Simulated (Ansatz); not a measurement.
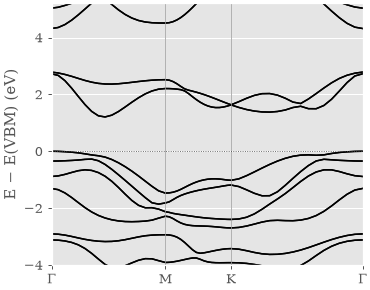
*Band structure from DFT-PBE with spin–orbit coupling in the program Ansatz with PAW potentials*

Question: Read off the gap and where the band edges lie.

Answer: About 1.2 eV (1.21 eV by a search for the band edges); maximum at Γ, minimum on the Γ–M line, 46 % of the way from Γ.

The material is monolayer PtSe2 (1T, P-3m1 in the vacuum cell, 3 atoms).

A layer that has been made, often on a substrate. Symmetry was held in the PBE relaxation; whether a distortion lowers the energy is not shown. No spin polarisation was allowed.

Potentials: the later of the program's two PAW sets.
